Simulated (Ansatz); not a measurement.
# BS (doublet): one geometry, many settings at distance B1–S2 = 1.413 Å

What do other methods and options give for BS (doublet) at this geometry, and how long do they take?

Program: Ansatz 0.2.0, Gaussian basis. Level of theory: the settings change from run to run. These are calculated values, not measurements.

25 further runs of the same task are left out: 2 for a known fault of the program, 14 that didn't finish, 9 set aside as unsound or not needed.

## Step 1: The system

The geometry derives from a PBE0/def2-TZVP stationary point (not a proven minimum). One bond is set to the value named and the two fragments are kept rigid.

2 atoms, charge 0, spin multiplicity 2.

Atoms are counted from 1 here; the program's logs count them from 0.

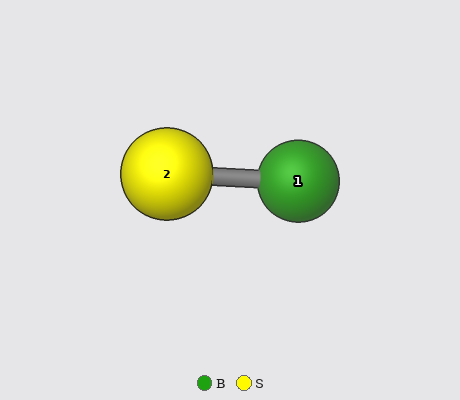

The structure; boron green, sulfur yellow; atoms are numbered from 1 in the order of the file.

Coordinates:

```xyz
2
charge 0, multiplicity 2
B     0.00000    0.00000    0.00000
S     0.00000    0.00000    1.41300
```

## Step 2: CASSCF(3,3)/cc-pVDZ

Contents of in.yaml:

```yaml
crystal:
  periodic: [false, false, false]
  atoms:
    - {symbol: B, position_ang: [0.000000, 0.000000, 0.000000]}
    - {symbol: S, position_ang: [0.000000, 0.000000, 1.413000]}
basis:
  gaussian: {orbitals: cc-pVDZ, fitting: {mean_field: def2-universal-jkfit}}
magnetization: {spin_polarized: false, initial_magnetization: 1}
correlation: {active_space: {window: {electrons: 3, orbitals: 3}}}
output: {forces: true}
```

The run is started by

```console
$ ansatz run in.yaml --threads 1 --pin off --events-out ev --progress --plain --max-ram 2393MiB
```

The program printed:

```text
Functional definition: HF
  name "HF"
  cite "Fock, Z. Phys. 61, 126 (1930) doi:10.1007/BF01340294"
  parent pbe
  exchange = exact_x
  correlation = 0
203 factors; integrals over basis functions are off by at most 3.4e-2 eV
mean field evaluation 1: about -11485.3461 eV, gradient 1.0e1 eV
mean field evaluation 2: about -11486.2541 eV, gradient 4.4e0 eV
mean field evaluation 4: about -11486.4558 eV, gradient 6.0e-1 eV
mean field -11486.45745716 eV, -422.1195257501 hartree, gradient 1.3e-6 eV, S^2 0.750000; 0 other end points of the search recorded, 0 dependent functions left out
reference -11486.45745716 eV, -422.1195257501 hartree; 11, 10 occupied and 21, 22 virtual orbitals, 203 factors
state -11486.82402425 eV, -422.1329968421 hartree
the calculation of the forces begins
Total energy: -11486.82402425 eV, -422.1329968421 hartree
Atom 0 at     0.000000     0.000000     0.000000 Å, force     0.000000    -0.000000   -15.820771 eV/Å
Atom 1 at     0.000000     0.000000     1.413000 Å, force    -0.000000     0.000000    15.820771 eV/Å
Dipole moment:     0.000000     0.004106    -0.112798 e Å
```

Run time: 0.33 s. Hardware: 1 thread of Arm Neoverse V2, shared host.

From the report: 9 determinants; active occupations 1.96, 1.00, 0.04.

## Step 3: BCCD(T) on UHF/def2-mTZVP

Contents of in.yaml:

```yaml
crystal:
  periodic: [false, false, false]
  atoms:
    - {symbol: B, position_ang: [0.000000, 0.000000, 0.000000]}
    - {symbol: S, position_ang: [0.000000, 0.000000, 1.413000]}
basis:
  gaussian: {orbitals: def2-mTZVP}
magnetization: {spin_polarized: true, initial_magnetization: 1}
correlation: {method: bccd_t, electrons: valence}
scf: {lower_state_search: light}
```

The command is unchanged.

The program printed, cut to the lines that bear on the results:

```text
Functional definition: HF
  name "HF"
  cite "Fock, Z. Phys. 61, 126 (1930) doi:10.1007/BF01340294"
  parent pbe
[...]
367 factors; integrals over basis functions are off by at most 1.3e-3 eV
[...]
mean field -11486.80929877 eV, -422.1324556909 hartree, gradient 2.6e-6 eV, S^2 0.804960; 0 other end points of the search recorded, 0 dependent functions left out
6 core orbitals not correlated: weight in the atoms' cores, before any rotation towards them, 1.000 or more for the frozen orbitals, at most 0.000 for the correlated occupied ones
reference -11486.80929877 eV, -422.1324556909 hartree; 5, 4 occupied and 30, 31 virtual orbitals, 367 factors
second order -4.91159091 eV of doubles, -0.00000000 eV of singles
cycle   1  -5.19411439 eV  change   -2.8e-1 eV  update   6.5e-2
[...]
cycle  12  -5.39816421 eV  change   -2.4e-6 eV  update   4.4e-6
perturbative correction -0.26362412 eV, -0.0096880078 hartree
Total energy: -11492.47108710 eV, -422.3405225743 hartree
```

Run time: 0.72 s. Hardware: 1 thread of Arm Neoverse V2, shared host.

From the report: ⟨S²⟩ of the determinant 0.805 (pure doublet: 0.75); correlation -5.6618 eV; largest double amplitude 0.05.

## Step 4: CCSDT on UHF/def2-SVPD

Contents of in.yaml:

```yaml
crystal:
  periodic: [false, false, false]
  atoms:
    - {symbol: B, position_ang: [0.000000, 0.000000, 0.000000]}
    - {symbol: S, position_ang: [0.000000, 0.000000, 1.413000]}
basis:
  gaussian: {orbitals: def2-SVPD}
magnetization: {spin_polarized: true, initial_magnetization: 1}
correlation: {method: ccsdt, electrons: outside_noble_gas}
scf: {omitted_lower_state_checks: [cluster_reference]}
```

Launched as before.

The program printed, cut to the lines that bear on the results:

```text
Functional definition: HF
  name "HF"
  cite "Fock, Z. Phys. 61, 126 (1930) doi:10.1007/BF01340294"
  parent pbe
[...]
724 factors; integrals over basis functions are off by at most 1.8e-7 eV
[...]
mean field -11482.66783312 eV, -421.9802596352 hartree, gradient 7.4e-6 eV, S^2 0.798386; 0 other end points of the search recorded, 0 dependent functions left out
6 core orbitals not correlated: weight in the atoms' cores, before any rotation towards them, 1.000 or more for the frozen orbitals, at most 0.000 for the correlated occupied ones
reference -11482.66783312 eV, -421.9802596352 hartree; 5, 4 occupied and 36, 37 virtual orbitals, 724 factors
second order -4.96621800 eV of doubles, -0.00000000 eV of singles
cycle   1  -5.25838668 eV  change   -2.9e-1 eV  update   7.7e-2
[...]
cycle  17  -5.75540283 eV  change   -6.2e-7 eV  update   6.7e-7
Total energy: -11488.42323595 eV, -422.1917667881 hartree
Checks for a lower state left out: cluster_reference
```

It took 6.5 s on 1 thread of Arm Neoverse V2, shared host.

From the report: ⟨S²⟩ of the determinant 0.798 (pure doublet: 0.75); correlation -5.7554 eV; T1 0.024; largest double amplitude 0.07.

## Step 5: BCCD on UHF/6-31G

Contents of in.yaml:

```yaml
crystal:
  periodic: [false, false, false]
  atoms:
    - {symbol: B, position_ang: [0.000000, 0.000000, 0.000000]}
    - {symbol: S, position_ang: [0.000000, 0.000000, 1.413000]}
basis:
  gaussian: {orbitals: 6-31G}
magnetization: {spin_polarized: true, initial_magnetization: 1}
correlation: {method: bccd, electrons: all}
accuracy: high
```

Same command.

The program printed, cut to the lines that bear on the results:

```text
Functional definition: HF
  name "HF"
  cite "Fock, Z. Phys. 61, 126 (1930) doi:10.1007/BF01340294"
  parent pbe
[...]
453 factors; integrals over basis functions are off by at most 3.6e-9 eV
[...]
mean field -11484.49992162 eV, -422.0475876460 hartree, gradient 2.3e-8 eV, S^2 0.823977; 0 other end points of the search recorded, 0 dependent functions left out
reference -11484.49992162 eV, -422.0475876460 hartree; 11, 10 occupied and 11, 12 virtual orbitals, 453 factors
second order -2.53404456 eV of doubles, -0.00000000 eV of singles
cycle   1  -2.64079716 eV  change   -1.1e-1 eV  update   7.6e-2
[...]
cycle  23  -2.85200278 eV  change  -8.5e-10 eV  update  5.0e-10
Total energy: -11487.35192440 eV, -422.1523968151 hartree
```

Run time: 0.81 s. Hardware: 1 thread of Arm Neoverse V2, shared host.

From the report: ⟨S²⟩ of the determinant 0.824 (pure doublet: 0.75); correlation -2.8520 eV; largest double amplitude 0.08.

## Step 6: CASSCF(5,6)/def2-mTZVP

Contents of in.yaml:

```yaml
crystal:
  periodic: [false, false, false]
  atoms:
    - {symbol: B, position_ang: [0.000000, 0.000000, 0.000000]}
    - {symbol: S, position_ang: [0.000000, 0.000000, 1.413000]}
basis:
  gaussian: {orbitals: def2-mTZVP, point_charges: [{charge: -0.50, position_ang: [3.410, -0.121, 0.099]}]}
magnetization: {spin_polarized: false, initial_magnetization: 1}
correlation: {active_space: {window: {electrons: 5, orbitals: 6}}}
output: {forces: true}
```

The command is unchanged.

The program printed, cut to the lines that bear on the results:

```text
Functional definition: HF
  name "HF"
  cite "Fock, Z. Phys. 61, 126 (1930) doi:10.1007/BF01340294"
  parent pbe
[...]
367 factors; integrals over basis functions are off by at most 1.3e-3 eV
[...]
mean field -11486.76164037 eV, -422.1307042768 hartree, gradient 1.7e-6 eV, S^2 0.750000; 0 other end points of the search recorded, 0 dependent functions left out
reference -11486.76164037 eV, -422.1307042768 hartree; 11, 10 occupied and 30, 31 virtual orbitals, 367 factors
state -11488.00151605 eV, -422.1762688678 hartree
[...]
Total energy: -11488.00151605 eV, -422.1762688678 hartree
Atom 0 at     0.000000     0.000000     0.000000 Å, force     0.092422    -0.003279   -14.775312 eV/Å
Atom 1 at     0.000000     0.000000     1.413000 Å, force    -0.042494     0.001508    14.794370 eV/Å
Dipole moment:     0.121297    -0.004304    -0.133990 e Å
```

It took 1.4 s on 1 thread of Arm Neoverse V2, shared host.

From the report: 300 determinants; active occupations 1.96, 1.96, 1.00, 0.04, 0.04, 0.01.

## Step 7: CCSDT(Q) on ROHF/6-31G

Contents of in.yaml:

```yaml
crystal:
  periodic: [false, false, false]
  atoms:
    - {symbol: B, position_ang: [0.000000, 0.000000, 0.000000]}
    - {symbol: S, position_ang: [0.000000, 0.000000, 1.413000]}
basis:
  gaussian: {orbitals: 6-31G}
magnetization: {spin_polarized: false, initial_magnetization: 1}
correlation: {method: ccsdt_q, electrons: outside_noble_gas}
accuracy: high
output: {forces: true}
```

The command is unchanged.

The program printed, cut to the lines that bear on the results:

```text
Functional definition: HF
  name "HF"
  cite "Fock, Z. Phys. 61, 126 (1930) doi:10.1007/BF01340294"
  parent pbe
[...]
453 factors; integrals over basis functions are off by at most 3.6e-9 eV
[...]
mean field -11484.37376095 eV, -422.0429513269 hartree, gradient 3.7e-8 eV, S^2 0.750000; 0 other end points of the search recorded, 0 dependent functions left out
[...]
6 core orbitals not correlated: weight in the atoms' cores, before any rotation towards them, 1.000 or more for the frozen orbitals, at most 0.000 for the correlated occupied ones
reference -11484.37376095 eV, -422.0429513269 hartree; 5, 4 occupied and 11, 12 virtual orbitals, 453 factors
second order -2.51114725 eV of doubles, -0.02876506 eV of singles
cycle   1  -2.66239760 eV  change   -1.2e-1 eV  update   9.4e-2
[...]
cycle  25  -3.03284706 eV  change   1.3e-11 eV  update  5.5e-10
perturbative correction 0.00491456 eV, 0.0001806069 hartree
[...]
Total energy: -11487.40169344 eV, -422.1542257936 hartree
Atom 0 at     0.000000     0.000000     0.000000 Å, force    -0.000000    -0.000000   -18.529952 eV/Å
Atom 1 at     0.000000     0.000000     1.413000 Å, force     0.000000     0.000000    18.529952 eV/Å
Dipole moment:    -0.000000    -0.000000    -0.110784 e Å
```

Run time: 9.5 s. Hardware: 1 thread of Arm Neoverse V2, shared host.

From the report: correlation -3.0279 eV; T1 0.028; largest double amplitude 0.09.

## Step 8: MP2 on ROHF/6-31++G**

Contents of in.yaml:

```yaml
crystal:
  periodic: [false, false, false]
  atoms:
    - {symbol: B, position_ang: [0.000000, 0.000000, 0.000000]}
    - {symbol: S, position_ang: [0.000000, 0.000000, 1.413000]}
basis:
  gaussian: {orbitals: "6-31++G**"}
magnetization: {spin_polarized: false, initial_magnetization: 1}
correlation: {method: mp2, electrons: all}
```

Same command.

The program printed:

```text
Functional definition: HF
  name "HF"
  cite "Fock, Z. Phys. 61, 126 (1930) doi:10.1007/BF01340294"
  parent pbe
  exchange = exact_x
  correlation = 0
357 factors; integrals over basis functions are off by at most 1.3e-3 eV
mean field evaluation 1: about -11484.7133 eV, gradient 1.1e1 eV
mean field evaluation 2: about -11484.7920 eV, gradient 1.1e1 eV
mean field evaluation 4: about -11485.9122 eV, gradient 2.2e0 eV
mean field evaluation 8: about -11485.9500 eV, gradient 1.6e-1 eV
mean field -11485.95014855 eV, -422.1008825024 hartree, gradient 2.0e-6 eV, S^2 0.750000; 0 other end points of the search recorded, 0 dependent functions left out
mean field evaluation 16: about -11484.6753 eV, gradient 9.6e0 eV
reference -11485.95014855 eV, -422.1008825024 hartree; 11, 10 occupied and 31, 32 virtual orbitals, 357 factors
second order -5.21841884 eV of doubles, -0.02866397 eV of singles
Total energy: -11491.19723136 eV, -422.2937092392 hartree
```

Wall time 0.24 s (1 thread of Arm Neoverse V2, shared host).

## Step 9: BCCD on ROHF/def2-mTZVP

Contents of in.yaml:

```yaml
crystal:
  periodic: [false, false, false]
  atoms:
    - {symbol: B, position_ang: [0.000000, 0.000000, 0.000000]}
    - {symbol: S, position_ang: [0.000000, 0.000000, 1.413000]}
basis:
  gaussian: {orbitals: def2-mTZVP}
magnetization: {spin_polarized: false, initial_magnetization: 1}
hamiltonian: {pseudopotentials: {relativity: scalar}}
correlation: {method: bccd, electrons: outside_noble_gas}
```

Same command.

The program printed, cut to the lines that bear on the results:

```text
Functional definition: HF
  name "HF"
  cite "Fock, Z. Phys. 61, 126 (1930) doi:10.1007/BF01340294"
  parent pbe
[...]
367 factors; integrals over basis functions are off by at most 1.3e-3 eV
[...]
mean field -11513.12711903 eV, -423.0996177466 hartree, gradient 3.0e-6 eV, S^2 0.750000; 0 other end points of the search recorded, 0 dependent functions left out
6 core orbitals not correlated: weight in the atoms' cores, before any rotation towards them, 1.000 or more for the frozen orbitals, at most 0.000 for the correlated occupied ones
reference -11513.12711903 eV, -423.0996177466 hartree; 5, 4 occupied and 30, 31 virtual orbitals, 367 factors
second order -4.98938775 eV of doubles, -0.02879375 eV of singles
cycle   1  -5.30212380 eV  change   -2.8e-1 eV  update   6.8e-2
[...]
cycle  11  -5.49853335 eV  change   -1.1e-5 eV  update   9.6e-6
Total energy: -11518.62565238 eV, -423.3016851202 hartree
Relativity: scalar
```

Run time: 0.66 s. Hardware: 1 thread of Arm Neoverse V2, shared host.

From the report: correlation -5.4985 eV; largest double amplitude 0.05.

## Step 10: MP2 on UHF/aug-cc-pVDZ

Contents of in.yaml:

```yaml
crystal:
  periodic: [false, false, false]
  atoms:
    - {symbol: B, position_ang: [0.000000, 0.000000, 0.000000]}
    - {symbol: S, position_ang: [0.000000, 0.000000, 1.413000]}
basis:
  gaussian: {orbitals: aug-cc-pVDZ}
magnetization: {spin_polarized: true, initial_magnetization: 1}
correlation: {method: mp2, electrons: valence}
scf: {lower_state_search: off}
```

The command is unchanged.

The program printed, cut to the lines that bear on the results:

```text
Functional definition: HF
  name "HF"
  cite "Fock, Z. Phys. 61, 126 (1930) doi:10.1007/BF01340294"
  parent pbe
[...]
510 factors; integrals over basis functions are off by at most 1.2e-3 eV
[...]
mean field -11486.60068112 eV, -422.1247891336 hartree, gradient 9.5e-6 eV, S^2 0.796875; 0 other end points of the search recorded, 0 dependent functions left out
6 core orbitals not correlated: weight in the atoms' cores, before any rotation towards them, 1.000 or more for the frozen orbitals, at most 0.000 for the correlated occupied ones
reference -11486.60068112 eV, -422.1247891336 hartree; 5, 4 occupied and 39, 40 virtual orbitals, 510 factors
second order -4.90690330 eV of doubles, -0.00000000 eV of singles
Total energy: -11491.50758442 eV, -422.3051145038 hartree
Checks for a lower state left out: stability, starts, cluster_reference, orbital_swaps, neighbouring_geometries, increment
```

Run time: 0.27 s. Hardware: 1 thread of Arm Neoverse V2, shared host.

From the report: ⟨S²⟩ of the determinant 0.797 (pure doublet: 0.75).

## Step 11: All runs side by side

Where basis and cores are those of an earlier FCI/6-31G run (-11487.4034 eV), and the state is the same kind, the miss against it is given.

```
                                         level         correlated  functions  energy (eV)  from FCI (meV)    time
                           CASSCF(3,3)/cc-pVDZ                            32  -11486.8240                  0.33 s
                     BCCD(T) on UHF/def2-mTZVP            valence         41  -11492.4711                  0.72 s
                        CCSDT on UHF/def2-SVPD  outside noble gas         47  -11488.4232                   6.5 s
                             BCCD on UHF/6-31G                all         22  -11487.3519                  0.81 s
CASSCF(5,6)/def2-mTZVP (beside a point charge)                            41  -11488.0015                   1.4 s
                        CCSDT(Q) on ROHF/6-31G  outside noble gas         22  -11487.4017             1.8   9.5 s
                         MP2 on ROHF/6-31++G**                all         42  -11491.1972                  0.24 s
      BCCD on ROHF/def2-mTZVP (relativity set)  outside noble gas         41  -11518.6257                  0.66 s
                        MP2 on UHF/aug-cc-pVDZ            valence         50  -11491.5076                  0.27 s
```

## Step 12: What came out

| quantity | value |
| --- | --- |
| runs | 9 |
| quickest | MP2 on ROHF/6-31++G**, 0.24 s |
| slowest | CCSDT(Q) on ROHF/6-31G, 9.5 s |

What this shows: Total energies in different bases, with other cores or another treatment of relativity can't be set against each other. CCSDT(Q) on ROHF/6-31G took 40 times as long as MP2 on ROHF/6-31++G**; the jobs differ in more than the method.
